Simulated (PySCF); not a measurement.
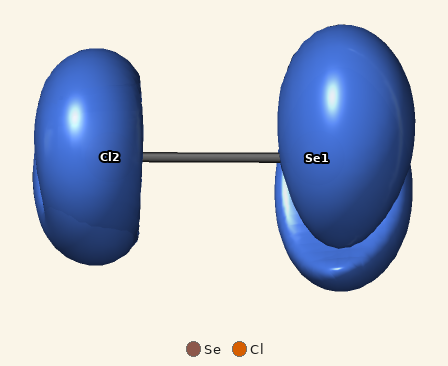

Figure. SeCl (doublet). Isosurface of the electron localisation function at 0.85 (blue), seen from one side. Core shells and regions of very low density are left out.

Computed with PBE0/cc-pVTZ(-PP), non-relativistic Hamiltonian with scalar-relativistic core potentials where named, at a bond length of 2.126 Å (PySCF).

```yaml
atoms:
  - { symbol: Se, position_ang: [0.0000, 0.0000, -0.6471] }
  - { symbol: Cl, position_ang: [0.0000, 0.0000, 1.4789] }
```

Where are the electrons localised?

Answer. At this value the surface marks out one ring or bowl of non-bonding electrons around Cl and two lobes on Se, pointing away from the bonds (non-bonding electrons, which may merge into one lobe). Profiles from the grid: Se–Cl (2.13 Å): the ELF peaks at about 0.80 between the atoms, as expected for localised, covalent bonding.
